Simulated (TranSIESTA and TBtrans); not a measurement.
System: diphenylmethane-4,4'-diyl held by direct bond between the apex atoms of two Al(100) rods. Leads: fcc Al rod along [100], layers of 5 and 4 atoms, a = 4.04 Å. Geometry: as built, not relaxed. Transport runs along z; the first 18 and the last 18 of the 92 atoms are the lead cells, repeated to infinity.

```xyz
92
Lattice="16.510 0.000 0.000 0.000 16.510 0.000 0.000 0.000 42.598" Properties=species:S:1:pos:R:3 pbc="F F T"
Al     8.255     8.255     0.000
Al    11.112     8.255     0.000
Al     8.255    11.112     0.000
Al     5.398     8.255     0.000
Al     8.255     5.398     0.000
Al     9.683     9.683     2.020
Al     6.826     9.683     2.020
Al     9.683     6.826     2.020
Al     6.826     6.826     2.020
Al     8.255     8.255     4.040
Al    11.112     8.255     4.040
Al     8.255    11.112     4.040
Al     5.398     8.255     4.040
Al     8.255     5.398     4.040
Al     9.683     9.683     6.060
Al     6.826     9.683     6.060
Al     9.683     6.826     6.060
Al     6.826     6.826     6.060
Al     8.255     8.255     8.080
Al    11.112     8.255     8.080
Al     8.255    11.112     8.080
Al     5.398     8.255     8.080
Al     8.255     5.398     8.080
Al     9.683     9.683    10.100
Al     6.826     9.683    10.100
Al     9.683     6.826    10.100
Al     6.826     6.826    10.100
Al     8.255     8.255    12.120
Al    11.112     8.255    12.120
Al     8.255    11.112    12.120
Al     5.398     8.255    12.120
Al     8.255     5.398    12.120
Al     9.683     9.683    14.140
Al     6.826     9.683    14.140
Al     9.683     6.826    14.140
Al     6.826     6.826    14.140
Al     8.255     8.255    16.160
C      8.192     7.039    17.810
C      9.379     6.564    18.373
C      9.338     5.737    19.500
C      8.105     5.371    20.065
C      6.916     5.863    19.500
C      6.961     6.690    18.373
C      8.060     4.512    21.299
C      8.105     5.371    22.533
C      9.338     5.737    23.098
C      9.379     6.564    24.225
C      8.192     7.039    24.788
C      6.961     6.690    24.225
C      6.916     5.863    23.098
H     10.331     6.840    17.939
H     10.266     5.382    19.932
H      5.956     5.607    19.932
H      6.043     7.064    17.940
H      8.913     3.798    21.299
H      7.137     3.891    21.299
H     10.266     5.382    22.666
H     10.331     6.840    24.658
H      6.043     7.064    24.658
H      5.956     5.607    22.666
Al     8.255     8.255    26.438
Al     9.683     9.683    28.458
Al     6.826     9.683    28.458
Al     9.683     6.826    28.458
Al     6.826     6.826    28.458
Al     8.255     8.255    30.478
Al    11.112     8.255    30.478
Al     8.255    11.112    30.478
Al     5.398     8.255    30.478
Al     8.255     5.398    30.478
Al     9.683     9.683    32.498
Al     6.826     9.683    32.498
Al     9.683     6.826    32.498
Al     6.826     6.826    32.498
Al     8.255     8.255    34.518
Al    11.112     8.255    34.518
Al     8.255    11.112    34.518
Al     5.398     8.255    34.518
Al     8.255     5.398    34.518
Al     9.683     9.683    36.538
Al     6.826     9.683    36.538
Al     9.683     6.826    36.538
Al     6.826     6.826    36.538
Al     8.255     8.255    38.558
Al    11.112     8.255    38.558
Al     8.255    11.112    38.558
Al     5.398     8.255    38.558
Al     8.255     5.398    38.558
Al     9.683     9.683    40.578
Al     6.826     9.683    40.578
Al     9.683     6.826    40.578
Al     6.826     6.826    40.578
```

Run with TranSIESTA and TBtrans (open boundaries, self-consistent; PseudoDojo norm-conserving potentials, scalar-relativistic): PAO.BasisSize SZP, PAO.EnergyShift 0.15 eV, XC.Authors PBE, Mesh.Cutoff 150 Ry, ElectronicTemperature 300 K, TBT.Elecs.Eta 0.001 eV, no spin polarisation.

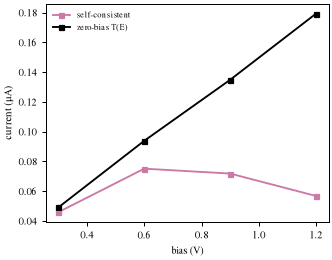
Fig. 1. Current against bias

```json
[
 {"V (V)": "0.3", "I self-consistent (μA)": "0.046", "I from the zero-bias T(E) (μA)": "0.049"},
 {"V (V)": "0.6", "I self-consistent (μA)": "0.075", "I from the zero-bias T(E) (μA)": "0.094"},
 {"V (V)": "0.9", "I self-consistent (μA)": "0.072", "I from the zero-bias T(E) (μA)": "0.135"},
 {"V (V)": "1.2", "I self-consistent (μA)": "0.057", "I from the zero-bias T(E) (μA)": "0.179"}
]
```

Positive bias raises the left lead's chemical potential. The energy step is 0.02 eV; narrower resonances are cut or missed.

The leads' channel count changes near 0.03 eV, within the thermal window, so values at the Fermi level hang on where that band edge falls. Semilocal functionals put molecular levels too close to the Fermi level and tend to overestimate such conductances.
